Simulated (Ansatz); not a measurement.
The calculation's input:

```
crystal:
  periodic: [false, false, false]
  atoms:
    - {symbol: C, position_ang: [0.000000, 0.000000, -1.840659]}
    - {symbol: "N", position_ang: [0.000000, 0.000000, -0.688208]}
    - {symbol: Na, position_ang: [0.000000, 0.000000, 1.771166]}
    - {symbol: H, position_ang: [0.000000, 0.000000, -2.921778]}
    - {symbol: H, position_ang: [0.000000, 0.000000, 3.679478]}
basis:
  gaussian:
    orbitals: def2-TZVPD
hamiltonian:
  xc: pbe0
output:
  forces: true
  orbitals: {seedname: orbitals}
```

Command:

```sh
ansatz run input.yaml --threads 1 --pin off --max-ram 2610MiB --events-out events.jsonl --progress --plain --runs-dir runs
```

Geometry: B3LYP-D3(BJ)/def2-SVP.

Computed with isolated molecule in a Gaussian basis; Kohn-Sham density functional theory, functional PBE0 in Ansatz.

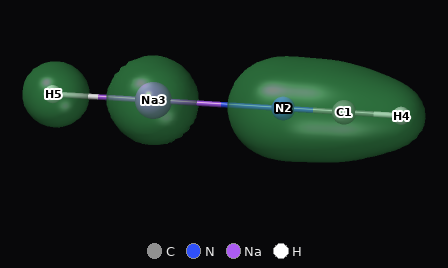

CH$_{2}$NNa. Isosurface of the electron density at 0.3 e/Å³ (green), seen from one side.

How is the density connected at this value?

Answer. At this value the surface falls into three separate pieces. It bridges the sampled C–N (1.15 Å) and C–H (1.08 Å) contacts, where the density stays above the isovalue. It is pinched off along the sampled Na–N (2.46 Å) and Na–H (1.91 Å) contacts. On the grid the lowest density along these lines, outside the cores, is 3.4 e/Å³ (C–N, 1.15 Å), 0.11 e/Å³ (Na–N, 2.46 Å), 1.9 e/Å³ (C–H, 1.08 Å) and 0.21 e/Å³ (Na–H, 1.91 Å).
